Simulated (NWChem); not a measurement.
# C3H2F2 (SMILES FC1=C(F)C1) at 3 levels

Aim: a comparison of 3 runs (HF/STO-3G, HF/3-21G, B3LYP/6-31G*) of C3H2F2. 

The calculation is run with NWChem 7.3.0.

## Step 1: The molecule

C3H2F2 has 7 atoms, charge 0, and is taken as a singlet. SMILES: `FC1=C(F)C1`. The coordinates come from a GFN2-xTB relaxation.

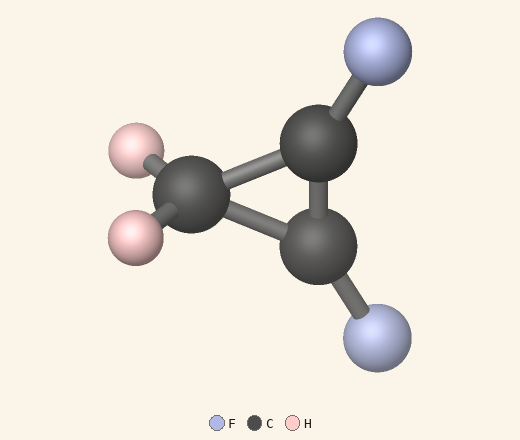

The structure, seen from a chosen angle (fluorine light blue, carbon dark grey, hydrogen pink).

## Step 2: Energy and forces at HF/STO-3G (run 1)

Input file c3h2f2.nw:

```
start c3h2f2
title "C3H2F2 gradient"
memory stack 880 mb heap 220 mb global 1100 mb
geometry units atomic noautosym nocenter noautoz
  F    0.07747877  -3.64435573   1.86202274
  C   -0.13645712  -1.50573378   0.60983352
  C   -1.22647005  -0.11553786  -1.06833777
  F   -2.95600409   0.22814664  -2.82274060
  C    0.94197178   1.11822654   0.31488506
  H    0.56034159   2.54058560   1.74058894
  H    2.73913912   1.37866859  -0.63625189
end
basis spherical bse
  F library STO-3G
  C library STO-3G
  H library STO-3G
end
scf
  thresh 1e-08
  maxiter 80
  print low
end
task scf gradient
```

Command:

```sh
$ nwchem c3h2f2.nw > c3h2f2.out
```

What it wrote:

```text
[...]
  functions       =    27
[...]
  wavefunction    = RHF
[...]
         Total SCF energy =   -309.313666278756
      One-electron energy =   -740.836878635834
      Two-electron energy =    274.685169181481
 Nuclear repulsion energy =    156.838043175597
        Time for solution =      1.0s
[...]
                         RHF ENERGY GRADIENTS
    atom               coordinates                        gradient
                 x          y          z           x          y          z
   1 F       0.077479  -3.644356   1.862023   -0.002741   0.018538  -0.011477
   2 C      -0.136457  -1.505734   0.609834    0.008607  -0.030822   0.022689
   3 C      -1.226470  -0.115538  -1.068338   -0.024887   0.011558  -0.028251
   4 F      -2.956004   0.228147  -2.822741    0.014946  -0.004007   0.015617
   5 C       0.941972   1.118227   0.314885    0.008459   0.010012   0.002963
   6 H       0.560342   2.540586   1.740589   -0.001103  -0.003287  -0.001975
   7 H       2.739139   1.378669  -0.636252   -0.003280  -0.001992   0.000434
 Task  times  cpu:        1.2s     wall:        1.2s
 Total times  cpu:        1.2s     wall:        1.2s
```

Wall time 1.9 s (1 thread of Intel Xeon 6975P-C (Granite Rapids), shared host); peak memory 0.094 GiB.

## Step 3: Energy and gradient at HF/3-21G (run 2)

Input file c3h2f2.nw:

```
START c3h2f2
TITLE "C3H2F2"
memory stack 880 mb heap 220 mb global 1100 mb

GEOMETRY units angstrom noautosym nocenter noautoz
F     0.041000   -1.928510    0.985340
C    -0.072210   -0.796800    0.322710
C    -0.649020   -0.061140   -0.565340
F    -1.564250    0.120730   -1.493730
C     0.498470    0.591740    0.166630
H     0.296520    1.344420    0.921080
H     1.449490    0.729560   -0.336690
END

BASIS spherical bse
F library 3-21G
C library 3-21G
H library 3-21G
END

SCF
singlet
rhf
thresh 1e-08
maxiter 80
END

TASK scf gradient
```

Command:

```sh
$ nwchem c3h2f2.nw > c3h2f2.out
```

What it wrote:

```text
[...]
  functions       =    49
[...]
  wavefunction    = RHF
[...]
         Total SCF energy =   -311.780679003798
      One-electron energy =   -740.870359848760
      Two-electron energy =    272.251626370623
 Nuclear repulsion energy =    156.838054474339
        Time for solution =      0.9s
[...]
                         RHF ENERGY GRADIENTS
    atom               coordinates                        gradient
                 x          y          z           x          y          z
   1 F       0.077479  -3.644355   1.862023    0.000145   0.006406  -0.002819
   2 C      -0.136457  -1.505734   0.609833    0.017655  -0.021588   0.026342
   3 C      -1.226470  -0.115538  -1.068338   -0.016999   0.022346  -0.026248
   4 F      -2.956004   0.228147  -2.822740    0.005195   0.000010   0.004687
   5 C       0.941972   1.118226   0.314885   -0.011107  -0.013192  -0.003615
   6 H       0.560342   2.540585   1.740589   -0.000404   0.004533   0.004050
   7 H       2.739139   1.378668  -0.636252    0.005514   0.001486  -0.002397
[...]
```

It took 1.7 s on 1 thread of Intel Xeon 6975P-C (Granite Rapids), shared host; peak memory 0.099 GiB.

## Step 4: Energy and forces at B3LYP/6-31G(d) (Cartesian functions) (run 3)

Input file c3h2f2.nw:

```
START c3h2f2
memory 2200 mb

GEOMETRY units atomic noautosym nocenter noautoz
  F   0.07747877 -3.64435573  1.86202274
  C  -0.13645712 -1.50573378  0.60983352
  C  -1.22647005 -0.11553786 -1.06833777
  F  -2.95600409  0.22814664 -2.82274060
  C   0.94197178  1.11822654  0.31488506
  H   0.56034159  2.54058560  1.74058894
  H   2.73913912  1.37866859 -0.63625189
END

BASIS cartesian
  * library 6-31G*
END

DFT
  xc b3lyp
  grid xfine
  convergence energy 1e-08
  maxiter 100
  mulliken
  print medium
END

TASK dft gradient
```

Command:

```sh
$ nwchem c3h2f2.nw > c3h2f2.out
```

What it wrote:

```text
[...]
          Wavefunction type:  closed shell.
          No. of atoms     :     7
          No. of electrons :    38
[...]
          Charge           :     0
          Spin multiplicity:     1
[...]
          AO basis - number of functions:    79
[...]
              XC Information
              --------------
                         B3LYP Method XC Potential
                     Hartree-Fock (Exact) Exchange  0.200
                        Slater Exchange Functional  0.800 local
                    Becke 1988 Exchange Functional  0.720 non-local
              Lee-Yang-Parr Correlation Functional  0.810
                  VWN I RPA Correlation Functional  0.190 local
[...]
 d= 0,ls=0.0,diis     1   -314.9755862417 -4.72D+02  1.54D-02  8.39D-01     2.0
[...]
 d= 0,ls=0.0,diis    10   -315.0638558045 -1.38D-09  5.08D-07  2.43D-09    17.7
         Total DFT energy =     -315.063855804493
      One electron energy =     -744.132500249420
           Coulomb energy =      310.147028185028
    Exchange-Corr. energy =      -37.916426915698
 Nuclear repulsion energy =      156.838043175597
[...]
      Total Density - Mulliken Population Analysis
     ---------------------------------------------
    Atom       Charge   Shell Charges
 -----------   ------   -------------------------------------------------------
    1 F    9     9.21   1.99  0.96  3.31  0.93  1.95  0.06
    2 C    6     5.76   1.99  0.67  2.02  0.44  0.59  0.05
    3 C    6     5.76   1.99  0.67  2.02  0.44  0.59  0.05
    4 F    9     9.21   1.99  0.96  3.31  0.93  1.95  0.06
    5 C    6     6.35   1.99  0.69  2.08  0.62  0.94  0.03
    6 H    1     0.85   0.54  0.32
    7 H    1     0.85   0.54  0.32
[...]
  wavefunction    = closed shell
[...]
```

Run time: 22 s. Hardware: 1 thread of Intel Xeon 6975P-C (Granite Rapids), shared host; peak memory 0.14 GiB.

## Step 5: The series

```csv
run,level,Cartesian functions,iteration cap,energy (Eh),largest force (eV/Å),wall time
1,HF/STO-3G,no,80,-309.313666,2.025,1.9 s
2,HF/3-21G,no,80,-311.780679,1.976,1.7 s
3,B3LYP/6-31G* (Cartesian functions),yes,100,-315.063856,0.542,22 s
```

## Step 6: Summary of results

| quantity | value |
| --- | --- |
| run 3: total energy | -315.06386 Eh |
| run 3: dipole moment | 0.77 D |
| run 3: HOMO energy | -6.72 eV |
| run 3: LUMO energy | 1.10 eV |
| run 3: HOMO–LUMO gap | 7.82 eV |
| run 3: largest force on an atom | 0.542 eV/Å |

**Reading.** In run 1 the basis is minimal, so the values are rough. All runs together took 26 s, the longest 22 s.
